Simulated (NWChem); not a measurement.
## Run report: C$_{2}$H$_{4}$Si, energy and gradient calculation (part 1 of 2)

System: C$_{2}$H$_{4}$Si, SMILES C#C[SiH3].
Method: HF/STO-3G, RHF (NWChem 7.3.0).

The geometry comes from this level: PBE0-D4/def2-TZVP.

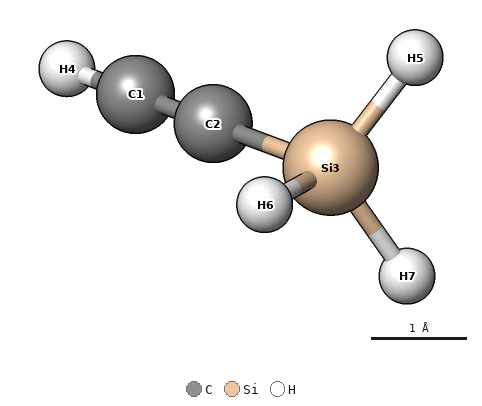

**Figure 1.** The input geometry (ball-and-stick view, seen at a tilt; atoms are numbered from 1 in the order of the input). Bond lengths as drawn: C–C 1.21 Å, C–H 1.07 Å, C–Si 1.82 Å and H–Si 1.48 Å.

**Input**
```
start input
title "C2H4Si hf"
memory stack 880 mb heap 220 mb global 1100 mb
charge 0

geometry units angstrom noautosym nocenter noautoz
  C    -0.580700   -1.871400    0.172200
  C    -0.218500   -0.726500    0.062400
  Si    0.329800    1.004300   -0.103800
  H    -0.901000   -2.883500    0.269300
  H    -0.094500    1.528300   -1.425000
  H    -0.281700    1.818100    0.974900
  H     1.807900    1.062900    0.004400
end

basis "ao basis" spherical bse
  * library STO-3G
end

scf
  thresh 1e-08
  maxiter 80
  print medium
end

task scf gradient
```

Launch command:
```bash
nwchem input.nw > input.out
```

**What the program printed**
```
Northwest Computational Chemistry Package (NWChem) 7.3.0
             --------------------------------------------------------

           Job information
           ---------------

    nwchem branch   = 7.3.0
    use scalapack   = T
    input           = input.nw
    prefix          = input.
    data base       = ./input.db
    status          = startup
    nproc           =        1

           Memory information
           ------------------

    heap     =     28835834 doubles =      220.0 Mbytes
    stack    =    115343359 doubles =      880.0 Mbytes
    global   =    144179200 doubles =     1100.0 Mbytes (distinct from heap & stack)
    total    =    288358393 doubles =     2200.0 Mbytes
    verify   = yes
    hardfail = no

           Directory information
           ---------------------

  0 permanent = .
  0 scratch   = .

                                NWChem Input Module
                                -------------------

                                     C2H4Si hf
                                     ---------

 Scaling coordinates for geometry "geometry" by  1.889725989
 (inverse scale =  0.529177249)

                             Geometry "geometry" -> ""
                             -------------------------

 Output coordinates in angstroms (scale by  1.889725989 to convert to a.u.)

  No.       Tag          Charge          X              Y              Z
 ---- ---------------- ---------- -------------- -------------- --------------
    1 C                    6.0000    -0.58070000    -1.87140000     0.17220000
    2 C                    6.0000    -0.21850000    -0.72650000     0.06240000
    3 Si                  14.0000     0.32980000     1.00430000    -0.10380000
    4 H                    1.0000    -0.90100000    -2.88350000     0.26930000
    5 H                    1.0000    -0.09450000     1.52830000    -1.42500000
    6 H                    1.0000    -0.28170000     1.81810000     0.97490000
    7 H                    1.0000     1.80790000     1.06290000     0.00440000

      Atomic Mass
      -----------

      C                 12.000000
      Si                27.976930
      H                  1.007825

 Effective nuclear repulsion energy (a.u.)      83.0478967512

            Nuclear Dipole moment (a.u.)
            ----------------------------
        X                 Y               Z
 ---------------- ---------------- ----------------
     0.6665063562    -0.0026456164    -0.4195191695

            XYZ format geometry
            -------------------
     7
 geometry
 C                    -0.58070000    -1.87140000     0.17220000
 C                    -0.21850000    -0.72650000     0.06240000
 Si                    0.32980000     1.00430000    -0.10380000
 H                    -0.90100000    -2.88350000     0.26930000
 H                    -0.09450000     1.52830000    -1.42500000
 H                    -0.28170000     1.81810000     0.97490000
 H                     1.80790000     1.06290000     0.00440000

 ==============================================================================
                                internuclear distances
 ------------------------------------------------------------------------------
       center one      |      center two      | atomic units |  angstroms
 ------------------------------------------------------------------------------
    2 C                |   1 C                |     2.27870  |     1.20584
    3 Si               |   2 C                |     3.44528  |     1.82316
    4 H                |   1 C                |     2.01446  |     1.06601
    5 H                |   3 Si               |     2.80303  |     1.48330
    6 H                |   3 Si               |     2.80279  |     1.48317
    7 H                |   3 Si               |     2.80287  |     1.48321
 ------------------------------------------------------------------------------
                         number of included internuclear distances:          6
 ==============================================================================

 ==============================================================================
                                 internuclear angles
 ------------------------------------------------------------------------------
        center 1       |       center 2       |       center 3       |  degrees
 ------------------------------------------------------------------------------
    2 C                |   1 C                |   4 H                |   179.99
    1 C                |   2 C                |   3 Si               |   179.98
    2 C                |   3 Si               |   5 H                |   109.30
    2 C                |   3 Si               |   6 H                |   109.31
    2 C                |   3 Si               |   7 H                |   109.30
    5 H                |   3 Si               |   6 H                |   109.64
    5 H                |   3 Si               |   7 H                |   109.64
    6 H                |   3 Si               |   7 H                |   109.64
 ------------------------------------------------------------------------------
                            number of included internuclear angles:          8
 ==============================================================================

 Summary of "ao basis" -> "" (spherical)
 ------------------------------------------------------------------------------
       Tag                 Description            Shells   Functions and Types
 ---------------- ------------------------------  ------  ---------------------
 *                           STO-3G                   on all atoms

                      Basis "ao basis" -> "ao basis" (spherical)
                      -----
  [basis functions not shown]

 Summary of "ao basis" -> "ao basis" (spherical)
 ------------------------------------------------------------------------------
       Tag                 Description            Shells   Functions and Types
 ---------------- ------------------------------  ------  ---------------------
 C                           STO-3G                  3        5   2s1p
 Si                          STO-3G                  5        9   3s2p
 H                           STO-3G                  1        1   1s

                                 NWChem SCF Module
                                 -----------------

                                     C2H4Si hf

  ao basis        = "ao basis"
  functions       =    23
  atoms           =     7
  closed shells   =    15
  open shells     =     0
  charge          =   0.00
  wavefunction    = RHF
  input vectors   = atomic
  output vectors  = ./input.movecs
  use symmetry    = F
  symmetry adapt  = F

 Summary of "ao basis" -> "ao basis" (spherical)
 ------------------------------------------------------------------------------
       Tag                 Description            Shells   Functions and Types
 ---------------- ------------------------------  ------  ---------------------
 C                           STO-3G                  3        5   2s1p
 Si                          STO-3G                  5        9   3s2p
 H                           STO-3G                  1        1   1s

 Forming initial guess at       0.0s

      Superposition of Atomic Density Guess
      -------------------------------------

 Sum of atomic energies:        -361.67377275

      Non-variational initial energy
      ------------------------------

 Total energy =    -362.002562
 1-e energy   =    -669.036249
 2-e energy   =     223.985791
 HOMO         =      -0.160530
 LUMO         =       0.293392

 Starting SCF solution at       0.1s

 ----------------------------------------------
         Quadratically convergent ROHF

 Convergence threshold     :          1.000E-08
 Maximum no. of iterations :           80
 Final Fock-matrix accuracy:          1.000E-10
 ----------------------------------------------

              iter       energy          gnorm     gmax       time
             ----- ------------------- --------- --------- --------
                 1     -362.6299375673  4.71D-01  1.88D-01      0.1
                 2     -362.6534886853  1.06D-01  4.99D-02      0.1
                 3     -362.6547765216  4.83D-03  1.61D-03      0.2
                 4     -362.6547782066  5.51D-06  2.90D-06      0.3
                 5     -362.6547782066  1.61D-10  8.12D-11      0.6

       Final RHF  results
       ------------------

         Total SCF energy =   -362.654778206577
      One-electron energy =   -666.927039500572
      Two-electron energy =    221.224364542760
 Nuclear repulsion energy =     83.047896751235

        Time for solution =      0.5s

             Final eigenvalues
             -----------------

              1
    1  -68.0091
    2  -10.9716
    3  -10.9388
    4   -5.9865
    5   -4.0122
    6   -4.0120
    7   -4.0120
    8   -0.9316
    9   -0.7252
   10   -0.6379
   11   -0.4710
   12   -0.4434
   13   -0.4433
   14   -0.3223
   15   -0.3223
   16    0.3776
   17    0.3776
   18    0.4894
   19    0.5182
   20    0.5983
   21    0.5984
   22    0.6750
   23    1.4287

                       ROHF Final Molecular Orbital Analysis
                       -------------------------------------

 Vector    6  Occ=2.000000D+00  E=-4.012024D+00
              MO Center=  3.3D-01,  1.0D+00, -1.0D-01, r^2= 1.0D-01
   Bfn.  Coefficient  Atom+Function         Bfn.  Coefficient  Atom+Function
  ----- ------------  ---------------      ----- ------------  ---------------
    13      0.749969  3 Si px                15     -0.553913  3 Si pz
    14     -0.289174  3 Si py

 Vector    7  Occ=2.000000D+00  E=-4.012024D+00
              MO Center=  3.3D-01,  1.0D+00, -1.0D-01, r^2= 1.0D-01
   Bfn.  Coefficient  Atom+Function         Bfn.  Coefficient  Atom+Function
  ----- ------------  ---------------      ----- ------------  ---------------
    15      0.799033  3 Si pz                13      0.551913  3 Si px
```
